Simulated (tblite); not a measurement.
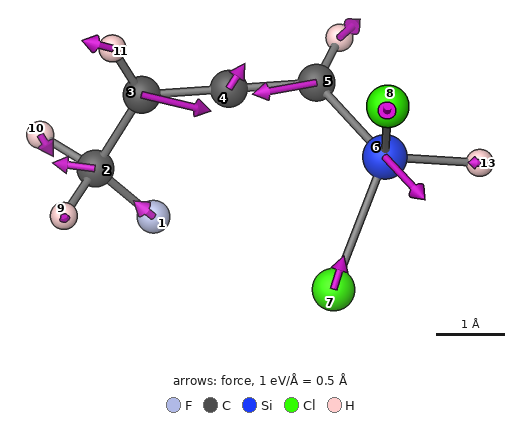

Starting geometry of C₄H₅Cl₂FSi with the computed forces as purple arrows. Style: ball-and-stick. Shown at a tilt.

The calculation used tblite 0.8.0, GFN2-xTB geometry optimisation, gas phase. 

### Is this structure relaxed? If not, where do the atoms go?

It isn't relaxed: the largest force vector, on a C atom, is 2.22 eV/Å. The final displacements have little in common with the starting forces (cosine between the two patterns 0.14). A Cl atom moves most after the best rigid fit: 1.61 Å. Largest moves by element: Cl 1.61 Å, H 0.96 Å, F 0.53 Å, C 0.42 Å, Si 0.18 Å. Among the contacts that change: Cl–Si 2.099 → 2.015 Å, C–Si 1.834 → 1.887 Å, C–H 1.046 → 1.082 Å, H–Si 1.479 → 1.456 Å. Bond angles that change, for instance: C–C–H 127.5° → 114.6°, Si–C–H 127.7° → 117.6°, C–C–Si 114.0° → 123.3°. Groups turn about C–Si by about 60°. Over 116 geometry steps the energy falls by 0.441 eV. Cost: 1.7 s on 1 thread of Arm Neoverse N1, on a shared host.
